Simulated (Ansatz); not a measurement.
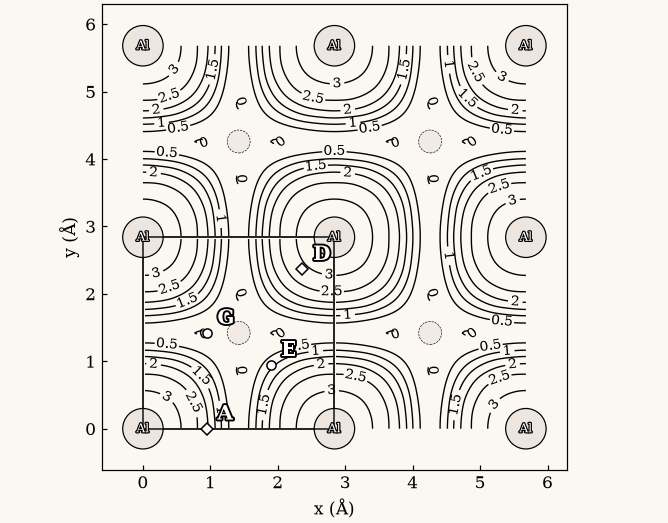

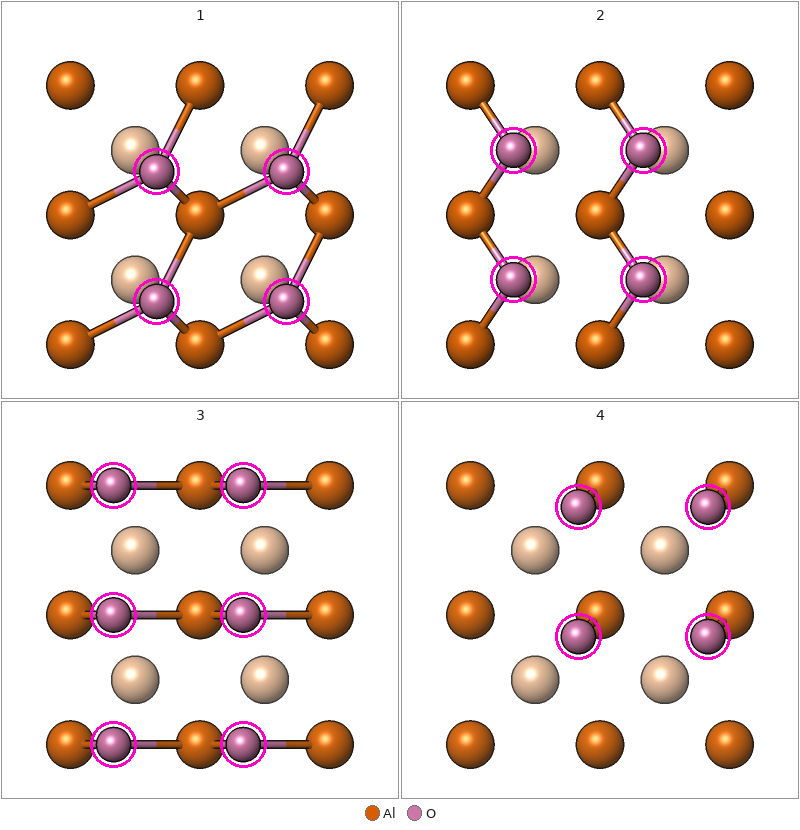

O on an Al(100) slab cut from the Fm-3m phase, its upper half relaxed before the scan (3 atoms of substrate and one adsorbate in a 1 × 1 cell). O is moved over the surface cell; relaxed at each place: the height of the adsorbate's atoms; substrate rigid; the origin of the map has the adsorbate above Al3. Places are given modulo a cell vector. The map is drawn in real space over the plane of the surface. The scan uses a 6 × 6 grid; 10 points were computed and 26 follow by symmetry. Energies: eV, counted from the lowest grid point. With one adsorbate in each 1 × 1 cell, its nearest image is 2.8 Å away, so neighbouring adsorbates interact. Level of theory: DFT PBEsol, scalar-relativistic, plane waves, PAW in Ansatz. Settings: cutoff 420 eV, k-mesh 9×9×1, gaussian smearing 0.1 eV, no spin polarisation.

The picture shows contour lines labelled in eV, labelled circles for the atoms of the top layer and small ones for the second layer, the outline of one cell of the 2 × 2 shown, lettered points. Between grid points the surface is interpolated. The numbered pictures are the structures at these points, in random order. Rings mark the moved atoms.

Which structure belongs to which point?

Answer. A is structure 3: (2/6, 0/6) of the cell vectors [nearest 1 Al at 1.60 Å], 2.08 eV; D is structure 4: (5/6, 5/6) of the cell vectors [nearest 1 Al at 1.64 Å], 2.89 eV; E is structure 1: (4/6, 2/6) of the cell vectors [nearest 1 Al at 1.61 Å], 0.83 eV; G is structure 2: (2/6, 3/6) of the cell vectors [nearest 2 Al at 1.83 Å], 0.00 eV.
